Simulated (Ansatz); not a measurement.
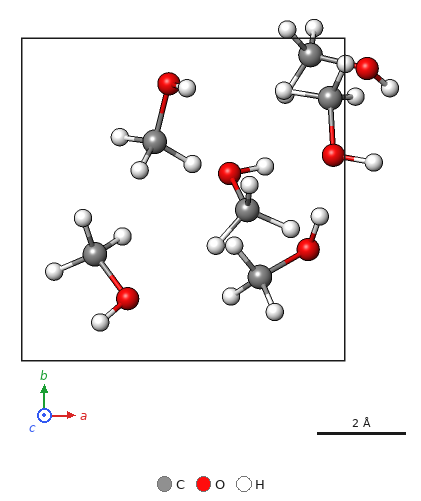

Starting frame of a dynamics run of a periodic cell with 6 CH3OH at 0.794 g/cm³. Style: ball-and-stick. Shown: the simulation cell, along the c axis.

These are results of Ansatz 0.2.0, DFT PBE-D3(BJ), scalar-relativistic, plane waves, PAW, not measurements.

The input:
```yaml
accuracy: low
crystal:
  lattice:
    - [7.380323, 0.0, 0.0]
    - [0.0, 7.380323, 0.0]
    - [0.0, 0.0, 7.380323]
  atoms:
    - { symbol: C, position: [0.89005997, 0.9435921, 0.27065826] }
    - { symbol: O, position: [1.06553357, 0.90158191, 0.34425339] }
    - { symbol: H, position: [0.81791313, 1.02230979, 0.3737719] }
    - { symbol: H, position: [1.13596406, 0.84066612, 0.25096436] }
    - { symbol: H, position: [0.90116402, 1.02710436, 0.14745926] }
    - { symbol: H, position: [0.81182115, 0.82066393, 0.23913095] }
    - { symbol: C, position: [0.40724781, 0.6746218, 0.67374652] }
    - { symbol: O, position: [0.45136523, 0.85414441, 0.73694726] }
    - { symbol: H, position: [0.29925898, 0.6889148, 0.57196308] }
    - { symbol: H, position: [0.50712997, 0.84068624, 0.85600388] }
    - { symbol: H, position: [0.52428133, 0.6058145, 0.60903389] }
    - { symbol: H, position: [0.36064397, 0.58620903, 0.78730013] }
    - { symbol: C, position: [-0.04929739, 0.80990348, 0.76648088] }
    - { symbol: O, position: [-0.03907204, 0.63294425, 0.85116795] }
    - { symbol: H, position: [-0.19229842, 0.83290002, 0.73490601] }
    - { symbol: H, position: [0.0860804, 0.61044373, 0.88523245] }
    - { symbol: H, position: [-0.00139477, 0.91591945, 0.85948038] }
    - { symbol: H, position: [0.02922429, 0.81447733, 0.64055066] }
    - { symbol: C, position: [0.69421006, 0.46347658, 0.20800029] }
    - { symbol: O, position: [0.63940731, 0.57641669, 0.05917651] }
    - { symbol: H, position: [0.59672738, 0.35252294, 0.22600922] }
    - { symbol: H, position: [0.74909217, 0.59807781, -0.01190116] }
    - { symbol: H, position: [0.82886782, 0.40449693, 0.18415793] }
    - { symbol: H, position: [0.70093336, 0.54089149, 0.33541364] }
    - { symbol: C, position: [0.22209405, 0.32620545, 0.18468458] }
    - { symbol: O, position: [0.32357708, 0.18871281, 0.2733633] }
    - { symbol: H, position: [0.30770699, 0.3814054, 0.07508794] }
    - { symbol: H, position: [0.23845245, 0.11497147, 0.34368067] }
    - { symbol: H, position: [0.09605967, 0.27241898, 0.12411763] }
    - { symbol: H, position: [0.18517739, 0.43819295, 0.2782679] }
    - { symbol: C, position: [0.73327504, 0.25589612, 0.69165037] }
    - { symbol: O, position: [0.88273477, 0.34094449, 0.60259609] }
    - { symbol: H, position: [0.77922574, 0.14738516, 0.78370255] }
    - { symbol: H, position: [0.91866032, 0.44325385, 0.67895444] }
    - { symbol: H, position: [0.6535668, 0.35293161, 0.77213879] }
    - { symbol: H, position: [0.64383315, 0.19552212, 0.58904596] }
basis:
  ecutwfc: 420.0
kpoints:
  mp_grid: { grid: [1, 1, 1] }
hamiltonian:
  xc: pbe
  dispersion: d3bj
scf:
  occupations: { method: fermi_dirac, width: 0.05 }
  lower_state_search: "off"
md:
  timestep: 0.5
  n_steps: 300
  ensemble: nvt_langevin
  temperature: 300.0
  initial_velocities: maxwell_boltzmann
  seed: 826691
  friction: 0.02
```

Launched with:
```bash
ansatz run input.yaml --threads 1 --pin off --max-ram 3072MiB --backend cpu --events-out ev --progress --plain --runs-dir out
```

> What does the trajectory do?

Over the second half the temperature averages 289 K (spread ±30 K). The potential energy in the second half lies on average 21.6 meV per atom above the first frame. In the second half of the run the atoms are, in the root-mean-square, this far from where they began (common drift taken out): H 0.54 Å, O 0.40 Å, C 0.21 Å. The heavy atoms stay within a fraction of a molecule's size of their starting places; so short a run doesn't tell a liquid from a solid.

Along the run (each row but the first and the last is the mean over the interval that it begins):

```
time (fs)  potential energy (meV/atom)  T (K)
      0.0                          0.0    292
     15.0                         17.9    199
     30.0                         20.2    186
     45.0                         21.5    203
     60.0                         21.0    212
     75.0                         22.4    249
     90.0                         22.0    293
    105.0                         20.1    305
    120.0                         20.6    307
    135.0                         22.9    293
    150.0                         25.0    285
```

The paths of the atoms:

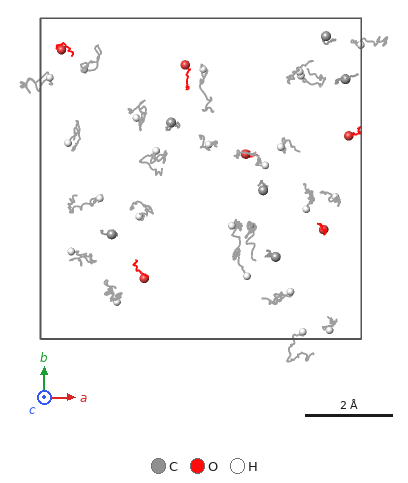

Limits of the set-up: the program's low-accuracy preset was used; the periodic images lie only 7.4 Å apart, so the values are limited by the cell's size.
